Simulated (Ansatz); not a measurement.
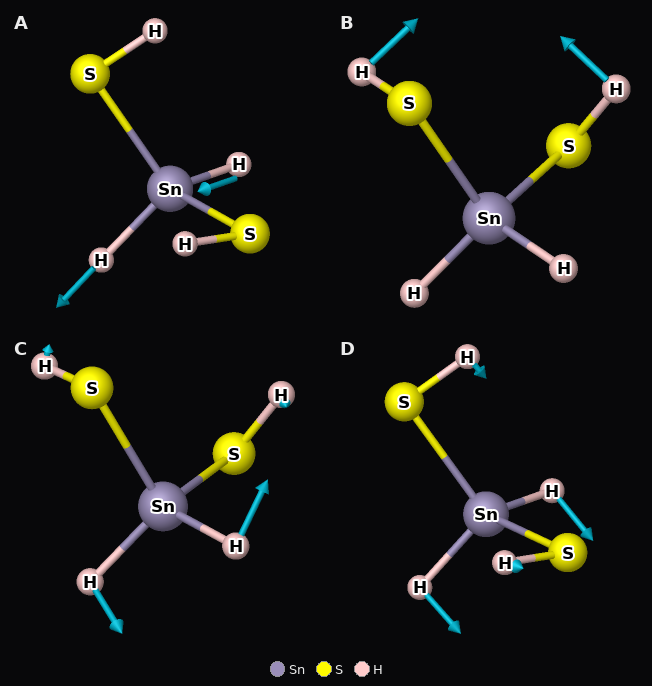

4 normal modes of one molecule or complex, as arrows. Harmonic vibrations computed with RKS PBE0-D4/def2-TZVP, core potentials on Sn (Ansatz 0.2.0) at a stationary point of the same level.

Match the panels to the wavenumbers 182 cm⁻¹, 371 cm⁻¹, 601 cm⁻¹, 1965 cm⁻¹.

A: 1965 cm⁻¹, out-of-phase stretching of 2 Sn–H bonds
B: 182 cm⁻¹, a torsion or out-of-plane motion in which bond lengths and bond angles hardly change
C: 371 cm⁻¹, H–Sn–S bending
D: 601 cm⁻¹, H–Sn–S bending
